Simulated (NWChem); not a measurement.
# C2H2BN (SMILES B[C]C#N) at USPW92/jorge-TZP, part 1 of 2

What is the energy change on altering one bond length of C2H2BN at USPW92/jorge-TZP? 

The calculation is run with NWChem 7.3.0.

4 further runs of the same task are left out: 1 that didn't finish, 3 set aside as unsound or not needed.

**1. The system as given**

C2H2BN has 6 atoms, charge 0, and is taken as a triplet. As SMILES, `B[C]C#N`. Geometry: relaxed at GFN2-xTB.

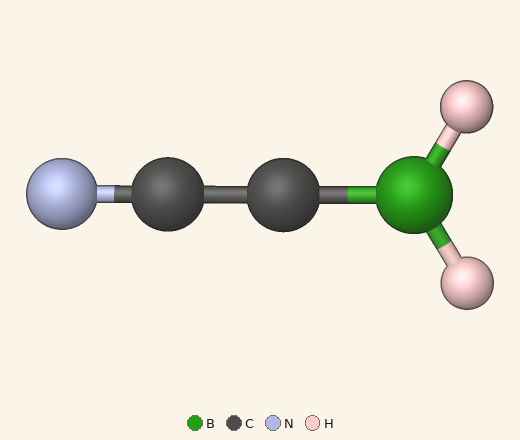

The structure, seen from a chosen angle (boron green, carbon dark grey, nitrogen light blue, hydrogen pink).

**2. Energy and one-electron properties at USPW92/jorge-TZP**

Input file test.xyz:

```xyz
6

B     -0.573930     0.997560    -0.188130
C      0.149480    -0.256980     0.044000
C      0.788000    -1.365760     0.256030
N      1.370220    -2.382130     0.449290
H     -0.992760     1.252310    -1.252840
H     -0.741000     1.755000     0.691650
```

Input file test.nw:

```
start test
memory 2200 mb
charge 0
geometry noautosym nocenter noautoz
   load test.xyz
end
basis spherical bse
   B library jorge-TZP
   C library jorge-TZP
   N library jorge-TZP
   H library jorge-TZP
end
dft
   xc slater pw91lda
   mult 3
   grid medium
   convergence energy 1e-06
   iterations 100
   mulliken
   noprint "final vectors analysis"
end
property
   electrondensity
   mulliken
   quadrupole
   efieldgrad
   esp
end
task dft property
```

Launch:

```
$ nwchem test.nw > test.out
```

The program printed:

```text
Northwest Computational Chemistry Package (NWChem) 7.3.0
             --------------------------------------------------------

           Job information
           ---------------

    nwchem branch   = 7.3.0
    use scalapack   = T
    input           = test.nw
    prefix          = test.
    data base       = ./test.db
    status          = startup
    nproc           =        1

           Memory information
           ------------------

    heap     =     72089598 doubles =      550.0 Mbytes
    stack    =     72089595 doubles =      550.0 Mbytes
    global   =    144179200 doubles =     1100.0 Mbytes (distinct from heap & stack)
    total    =    288358393 doubles =     2200.0 Mbytes
    verify   = yes
    hardfail = no

           Directory information
           ---------------------

  0 permanent = .
  0 scratch   = .

                                NWChem Input Module
                                -------------------

 Scaling coordinates for geometry "geometry" by  1.889725989
 (inverse scale =  0.529177249)

                             Geometry "geometry" -> ""
                             -------------------------

 Output coordinates in angstroms (scale by  1.889725989 to convert to a.u.)

  No.       Tag          Charge          X              Y              Z
 ---- ---------------- ---------- -------------- -------------- --------------
    1 B                    5.0000    -0.57393000     0.99756000    -0.18813000
    2 C                    6.0000     0.14948000    -0.25698000     0.04400000
    3 C                    6.0000     0.78800000    -1.36576000     0.25603000
    4 N                    7.0000     1.37022000    -2.38213000     0.44929000
    5 H                    1.0000    -0.99276000     1.25231000    -1.25284000
    6 H                    1.0000    -0.74100000     1.75500000     0.69165000

      Atomic Mass
      -----------

      B                 11.009310
      C                 12.000000
      N                 14.003070
      H                  1.007825

 Effective nuclear repulsion energy (a.u.)      74.5604149502

            Nuclear Dipole moment (a.u.)
            ----------------------------
        X                 Y               Z
 ---------------- ---------------- ----------------
    20.0556808141   -34.8016473399     6.5070257773

            XYZ format geometry
            -------------------
     6
 geometry
 B                    -0.57393000     0.99756000    -0.18813000
 C                     0.14948000    -0.25698000     0.04400000
 C                     0.78800000    -1.36576000     0.25603000
 N                     1.37022000    -2.38213000     0.44929000
 H                    -0.99276000     1.25231000    -1.25284000
 H                    -0.74100000     1.75500000     0.69165000

 ==============================================================================
                                internuclear distances
 ------------------------------------------------------------------------------
       center one      |      center two      | atomic units |  angstroms
 ------------------------------------------------------------------------------
    2 C                |   1 B                |     2.77158  |     1.46666
    3 C                |   2 C                |     2.45086  |     1.29694
    4 N                |   3 C                |     2.24340  |     1.18716
    5 H                |   1 B                |     2.21503  |     1.17214
    6 H                |   1 B                |     2.21642  |     1.17288
 ------------------------------------------------------------------------------
                         number of included internuclear distances:          5
 ==============================================================================

 ==============================================================================
                                 internuclear angles
 ------------------------------------------------------------------------------
        center 1       |       center 2       |       center 3       |  degrees
 ------------------------------------------------------------------------------
    2 C                |   1 B                |   5 H                |   120.39
    2 C                |   1 B                |   6 H                |   120.26
    5 H                |   1 B                |   6 H                |   119.35
    1 B                |   2 C                |   3 C                |   179.70
    2 C                |   3 C                |   4 N                |   179.86
 ------------------------------------------------------------------------------
                            number of included internuclear angles:          5
 ==============================================================================

                      Basis "ao basis" -> "" (spherical)
                      -----
  [basis functions not shown]

 Summary of "ao basis" -> "" (spherical)
 ------------------------------------------------------------------------------
       Tag                 Description            Shells   Functions and Types
 ---------------- ------------------------------  ------  ---------------------
 B                         jorge-TZP                11       31   5s3p2d1f
 C                         jorge-TZP                11       31   5s3p2d1f
 N                         jorge-TZP                11       31   5s3p2d1f
 H                         jorge-TZP                 6       14   3s2p1d

                              NWChem Property Module
                              ----------------------

  itol2e modified to match energy
  convergence criterion.

[... 14 lines left out ...]
  convergence criterion.
[... 15 lines left out ...]
          Convergence on energy requested:  1.00D-07
          Convergence on density requested:  1.00D-05
          Convergence on gradient requested:  5.00D-04
[... 19 lines left out ...]
          Spatial weights used:  Erf1
[... 1 line left out ...]
          Convergence Information
[... 1 line left out ...]
          Convergence aids based upon iterative change in
          total energy or number of iterations.
[... 69 lines left out ...]
   convergence    iter        energy       DeltaE   RMS-Dens  Diis-err    time
[... 13 lines left out ...]
         Total DFT energy =     -155.469592988490
      One electron energy =     -357.136364851307
           Coulomb energy =      147.998591462959
    Exchange-Corr. energy =      -20.892234550386
 Nuclear repulsion energy =       74.560414950244
[... 316 lines left out ...]
          -----------------------
          Electric field gradient
          -----------------------

 1 a.u. = 0.324123 10**(16) esu/cm**3  ( or statvolts/cm**2 ) = 0.97174 10**(22) v/m**2

 ------------------------------------------------------------
   Atom      X         Y         Z
 ------------------------------------------------------------
    1 B   -1.08457   1.88512  -0.35551
 ------------------------------------------------------------

 Electric field gradient in molecular frame (a.u.)
         XX             YY             ZZ             XY             XZ             YZ
 ------------------------------------------------------------------------------------------
       -0.330925       0.078905       0.252020      -0.296405       0.158151       0.094267

 Principal components (a.u.) and orientation
 of principal axis w.r.t. absolute frame                      Asymmetry parameter eta
 --------------------------------------------------------------------------------------
       -0.529599       0.296790       0.232809                       0.120811

        0.860692       0.128156      -0.492732
        0.454721       0.241792       0.857184
       -0.228992       0.961828      -0.149833

 ------------------------------------------------------------
   Atom      X         Y         Z
 ------------------------------------------------------------
    2 C    0.28248  -0.48562   0.08315
 ------------------------------------------------------------

 Electric field gradient in molecular frame (a.u.)
         XX             YY             ZZ             XY             XZ             YZ
 ------------------------------------------------------------------------------------------
       -0.156541       0.232465      -0.075924      -0.315337       0.092961      -0.039949

 Principal components (a.u.) and orientation
 of principal axis w.r.t. absolute frame                      Asymmetry parameter eta
 --------------------------------------------------------------------------------------
        0.421519      -0.347036      -0.074484                       0.646595

       -0.492458       0.861632       0.122782
        0.855368       0.453096       0.251098
       -0.160722      -0.228679       0.960143

 ------------------------------------------------------------
   Atom      X         Y         Z
 ------------------------------------------------------------
    3 C    1.48910  -2.58091   0.48383
 ------------------------------------------------------------

 Electric field gradient in molecular frame (a.u.)
         XX             YY             ZZ             XY             XZ             YZ
 ------------------------------------------------------------------------------------------
       -0.092875       0.219602      -0.126727      -0.259422       0.062764      -0.059810

 Principal components (a.u.) and orientation
 of principal axis w.r.t. absolute frame                      Asymmetry parameter eta
 --------------------------------------------------------------------------------------
        0.379811      -0.245393      -0.134418                       0.292186

       -0.491215       0.862401       0.122363
        0.855856       0.451752       0.251853
       -0.161921      -0.228439       0.959999

 ------------------------------------------------------------
   Atom      X         Y         Z
 ------------------------------------------------------------
    4 N    2.58934  -4.50157   0.84903
 ------------------------------------------------------------

 Electric field gradient in molecular frame (a.u.)
         XX             YY             ZZ             XY             XZ             YZ
 ------------------------------------------------------------------------------------------
       -0.324884       0.509113      -0.184229      -0.672912       0.194983      -0.097495

 Principal components (a.u.) and orientation
 of principal axis w.r.t. absolute frame                      Asymmetry parameter eta
 --------------------------------------------------------------------------------------
        0.913535      -0.728367      -0.185169                       0.594611

       -0.490748       0.862747       0.121794
        0.855885       0.451153       0.252828
       -0.163179      -0.228316       0.959815

 ------------------------------------------------------------
   Atom      X         Y         Z
 ------------------------------------------------------------
    5 H   -1.87604   2.36652  -2.36752
 ------------------------------------------------------------

 Electric field gradient in molecular frame (a.u.)
         XX             YY             ZZ             XY             XZ             YZ
 ------------------------------------------------------------------------------------------
        0.063804       0.102328      -0.166131       0.019737      -0.109788       0.071608

 Principal components (a.u.) and orientation
 of principal axis w.r.t. absolute frame                      Asymmetry parameter eta
 --------------------------------------------------------------------------------------
       -0.226701       0.123175       0.103526                       0.086675

        0.357923      -0.362540       0.860497
       -0.219017       0.863244       0.454798
        0.907702       0.351246      -0.229572

 ------------------------------------------------------------
   Atom      X         Y         Z
 ------------------------------------------------------------
    6 H   -1.40029   3.31647   1.30703
 ------------------------------------------------------------

 Electric field gradient in molecular frame (a.u.)
         XX             YY             ZZ             XY             XZ             YZ
 ------------------------------------------------------------------------------------------
        0.101072      -0.027252      -0.073820       0.024637       0.041272      -0.166904

 Principal components (a.u.) and orientation
 of principal axis w.r.t. absolute frame                      Asymmetry parameter eta
 --------------------------------------------------------------------------------------
       -0.225906       0.122763       0.103142                       0.086856

       -0.143279      -0.488646       0.860637
        0.646992       0.611805       0.455077
        0.748914      -0.622028      -0.228491

          ---------------------
          Electron/spin density
          ---------------------

 1 a.u. = 4.80286 10**(-10) esu

 Total electron density
 ----------------------
   Point      X         Y         Z      Density (a.u.)
    1 B   -1.08457   1.88512  -0.35551      66.816559
    2 C    0.28248  -0.48562   0.08315     119.531982
    3 C    1.48910  -2.58091   0.48383     119.512779
    4 N    2.58934  -4.50157   0.84903     194.615603
    5 H   -1.87604   2.36652  -2.36752       0.403420
    6 H   -1.40029   3.31647   1.30703       0.403105

 Total spin density
 ------------------
   Point      X         Y         Z      Density (a.u.)
    1 B   -1.08457   1.88512  -0.35551      -0.025350
    2 C    0.28248  -0.48562   0.08315       0.003879
    3 C    1.48910  -2.58091   0.48383      -0.067704
    4 N    2.58934  -4.50157   0.84903       0.002815
    5 H   -1.87604   2.36652  -2.36752       0.021992
    6 H   -1.40029   3.31647   1.30703       0.022155

 Task  times  cpu:       35.7s     wall:       35.7s
 Total times  cpu:       35.8s     wall:       35.8s
```

Run time: 36 s. Hardware: 1 thread of INTEL XEON PLATINUM 8581C at 2.10GHz (Emerald Rapids), shared host; peak memory 0.18 GiB.

Atomic charges (e):

```
atom  Mulliken  Löwdin
  B1    -0.247  -0.170
  C2    +0.163  +0.240
  C3    -0.252  -0.210
  N4    +0.070  +0.170
  H5    +0.133  -0.010
  H6    +0.132  -0.010
```

(Continued in part 2 of 2.)
